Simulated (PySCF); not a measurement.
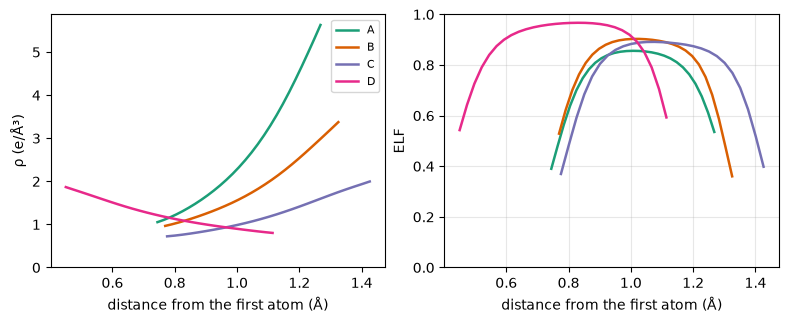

The picture shows: C2H12Cl2N2O2Si3. Electron density and ELF along straight lines between neighbouring atoms. The curves leave out the atomic cores.

Geometry: GFN2-xTB.

These are results of PySCF 2.14.0, PBE0/6-31G*, SCF density, gas phase, non-relativistic, not measurements.

```
atom    x (Å)    y (Å)    z (Å)
   C   0.2300  -2.6035  -0.4062
  Si  -0.4358  -0.9041   0.1084
   C  -2.0226  -0.9855   1.1455
   N   0.7446  -0.0921   1.1267
  Si   2.2651   0.5946   0.7528
   O   2.0314   2.2155   0.6877
  Cl   2.8916  -0.0389  -1.0393
   N  -0.6358   0.0428  -1.3326
  Si  -1.0342   1.7214  -1.4608
   O  -0.6604   2.5333  -0.1219
  Cl  -3.0133   1.9832  -1.6317
   H   1.1511  -2.5121  -0.9718
   H  -0.4851  -3.1420  -1.0190
   H   0.4395  -3.2129   0.4660
   H  -1.8723  -1.5060   2.0862
   H  -2.3880   0.0123   1.3673
   H  -2.8072  -1.5043   0.6050
   H   0.4121   0.1157   2.0532
   H   3.2580   0.2771   1.7683
   H   2.7139   2.8213   0.4079
   H  -0.6384  -0.4696  -2.1977
   H  -0.3643   2.2359  -2.6495
   H   0.2154   2.4448   0.2655
```

Which curve belongs to which contact (C–Si, Si–Cl, Si–N and Si–O)? The first atom named is at distance zero.

Curve A: Si–O (1.61 Å): the density is about 1.2 e/Å³ at the midpoint; the ELF peaks at about 0.85 between the atoms (a short, strongly polar bond). Curve B: Si–N (1.71 Å): ρ at the midpoint is about 1.1 e/Å³; the ELF peaks at about 0.90 between the atoms, as expected for a polar covalent bond. Curve C: Si–Cl (2.00 Å): ρ at the midpoint is about 0.99 e/Å³; the ELF peaks at about 0.90 between the atoms: a shared but strongly polarised pair. Curve D: C–Si (1.90 Å): ρ is about 0.95 e/Å³ halfway; the ELF peaks at about 0.95 between the atoms (a shared electron pair).
